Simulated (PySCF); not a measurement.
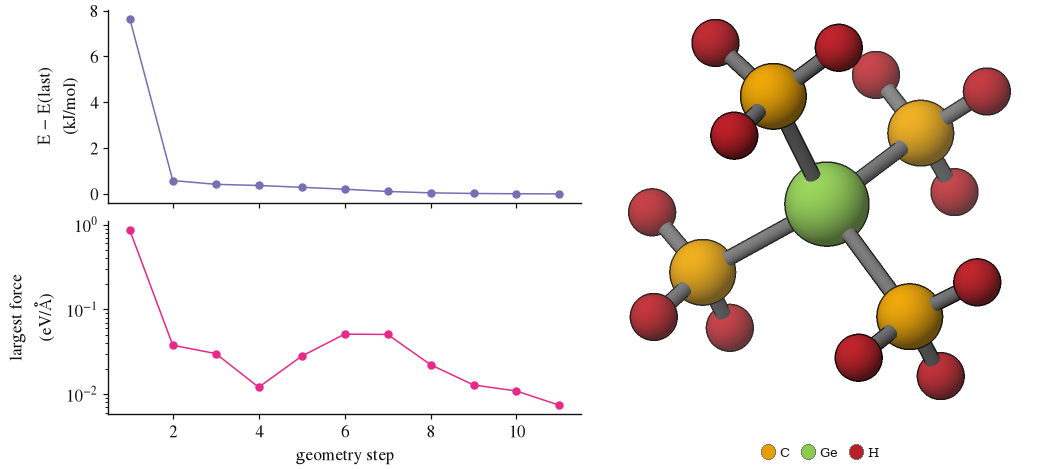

Beside the plot: the molecule at the start.

History of a geometry optimisation.

System: GeMe4 (SMILES [CH3][Ge]([CH3])([CH3])[CH3]).
Method: PBE0-D3(BJ)/def2-SVP, geometry optimisation in PySCF.

Q: How did the optimisation end?

A: The optimisation met its thresholds at geometry 11, counting the start as the first. The energy fell by about 7.6 kJ/mol from the first step to the last. The largest force goes from about 0.86 eV/Å at the start to 7 × 10⁻³ eV/Å at the end.

Q: By which step was nine tenths of the energy gained?

A: By step 2 of 11.
